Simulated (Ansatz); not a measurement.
# CH4ClGa (SMILES [CH3][GaH][Cl]): BCCD(T)/def2-SVP

What is the electronic atomisation energy of CH4ClGa at BCCD(T)/def2-SVP? 

Program for the calculation: Ansatz 0.2.0.

62 further runs of the same task are left out: 62 set aside as unsound or not needed. Runs told in other sessions of the task aren't counted.

## 1. The molecule

CH4ClGa has 7 atoms, charge 0, and is taken as a singlet. As SMILES, `[CH3][GaH][Cl]`. The shape is that of a PBE0-D4/def2-TZVP optimisation.

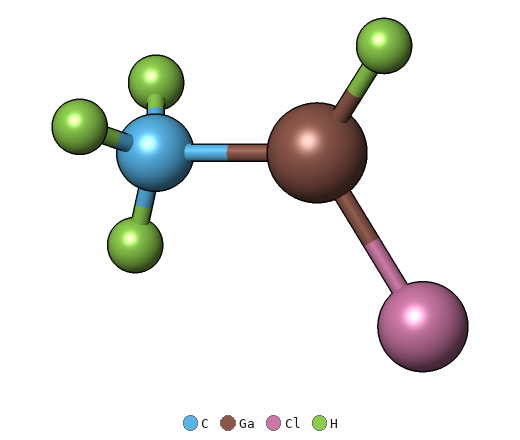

The structure, seen from a chosen angle (carbon blue, gallium brown, chlorine pink, hydrogen green).

## 2. The energy at BCCD(T)/def2-SVP

molecule.yaml reads:

```yaml
crystal:
  periodic: [false, false, false]
  atoms:
    - {symbol: C, position_ang: [-0.730500, 0.588300, -0.200700]}
    - {symbol: Ga, position_ang: [0.846300, -0.538100, 0.035700]}
    - {symbol: Cl, position_ang: [0.865000, -1.794800, 1.792800]}
    - {symbol: H, position_ang: [-0.435900, 1.637200, -0.283800]}
    - {symbol: H, position_ang: [-1.418300, 0.473600, 0.636300]}
    - {symbol: H, position_ang: [-1.245900, 0.318700, -1.126000]}
    - {symbol: H, position_ang: [2.119300, -0.684800, -0.854300]}
basis:
  gaussian:
    orbitals: def2-SVP
correlation:
  method: bccd_t
  frozen_orbitals: {C: 1, Cl: 5, Ga: 9, H: 0}
accuracy: high
scf:
  omitted_lower_state_checks: [cluster_reference, increment]
```

On the command line:

```bash
ansatz run molecule.yaml --threads 1 --pin off --max-ram 3480MiB --events-out events.jsonl --progress --plain --runs-dir runs
```

The log of the run:

```text
Warning: RAYON_NUM_THREADS=1 ignored (pool sized by the plan → 1); use --threads N
[... 11 lines left out ...]
15 core orbitals not correlated: weight in the atoms' cores, before any rotation towards them, 1.000 or more for the frozen orbitals, at most 0.000 for the correlated occupied ones
[... 23 lines left out ...]
Total energy: -65936.28927917 eV, -2423.1139377875 hartree
Checks for a lower state left out: cluster_reference, increment
```

It took 9.6 s on 1 thread of Intel Xeon 6975P-C (Granite Rapids), shared host; peak memory 0.55 GiB.

## 3. The C atom

in.yaml reads:

```yaml
crystal:
  periodic: [false, false, false]
  atoms:
    - symbol: C
      position_ang: [0.000000, 0.000000, 0.000000]
basis:
  gaussian:
    orbitals: def2-SVP
magnetization:
  spin_polarized: true
  initial_magnetization: 2
correlation:
  method: bccd_t
  frozen_orbitals: {C: 1}
accuracy: high
scf:
  omitted_lower_state_checks: [cluster_reference, increment]
```

Run the same way, it converges to -37.71540 Eh (log not shown).

## 4. The Cl atom, same level

molecule.yaml reads:

```yaml
crystal:
  periodic: [false, false, false]
  atoms:
    - {symbol: Cl, position_ang: [0.000000, 0.000000, 0.000000]}
basis:
  gaussian:
    orbitals: def2-SVP
total_charge: 0
magnetization:
  spin_polarized: true
  initial_magnetization: 1
correlation:
  method: bccd_t
  frozen_orbitals: {Cl: 5}
accuracy: high
scf:
  omitted_lower_state_checks: [cluster_reference, increment]
```

Run the same way, it converges to -459.44599 Eh (log not shown).

## 5. The Ga atom

molecule.yaml reads:

```yaml
crystal:
  periodic: [false, false, false]
  atoms:
    - symbol: Ga
      position_ang: [0.000000, 0.000000, 0.000000]
basis:
  gaussian:
    orbitals: def2-SVP
magnetization:
  spin_polarized: true
  initial_magnetization: 1
correlation:
  method: bccd_t
  frozen_orbitals: {Ga: 9}
accuracy: high
scf:
  omitted_lower_state_checks: [cluster_reference, increment]
```

Run the same way, it converges to -1923.15453 Eh (log not shown).

## 6. The H atom: a single-point energy at UHF/def2-SVP

molecule.yaml reads:

```yaml
crystal:
  periodic: [false, false, false]
  atoms:
    - symbol: H
      position_ang: [0.000000, 0.000000, 0.000000]
basis:
  gaussian:
    orbitals: def2-SVP
accuracy: high
total_charge: 0
hamiltonian:
  xc: hf
magnetization:
  spin_polarized: true
  initial_magnetization: 1
```

Run the same way, it converges to -0.49928 Eh (log not shown).

## 7. Outcome

At BCCD(T)/def2-SVP, 15 core orbitals frozen:

| quantity | value |
| --- | --- |
| molecule: total energy | -2423.11394 Eh |
| molecule: correlation energy (15 core orbitals frozen) | -531.3 mEh |
| molecule: (T) correction | -16.41 mEh |
| C atom: total energy | -37.71540 Eh |
| C atom: correlation energy (1 core orbital frozen) | -70.2 mEh |
| C atom: (T) correction | -1.02 mEh |
| C atom: ⟨S²⟩ of the reference determinant | 2.007 |
| Cl atom: total energy | -459.44599 Eh |
| Cl atom: correlation energy (5 core orbitals frozen) | -126.7 mEh |
| Cl atom: (T) correction | -1.09 mEh |
| Cl atom: ⟨S²⟩ of the reference determinant | 0.755 |
| Ga atom: total energy | -1923.15453 Eh |
| Ga atom: correlation energy (9 core orbitals frozen) | -180.4 mEh |
| Ga atom: (T) correction | -7.44 mEh |
| Ga atom: ⟨S²⟩ of the reference determinant | 0.759 |
| H atom: total energy | -0.49928 Eh |
| H atom: ⟨S²⟩ | 0.750 |
| electronic atomisation energy | 21.794 eV |

In words: Taking the molecule apart into free atoms costs 21.79 eV (2103 kJ/mol), before zero-point energy and without spin-orbit coupling. The triples (molecule) make up 3.1 % of the correlation energy. The triples (C atom) make up 1.5 % of the correlation energy. The triples (Cl atom) make up 0.9 % of the correlation energy. The triples (Ga atom) make up 4.1 % of the correlation energy.
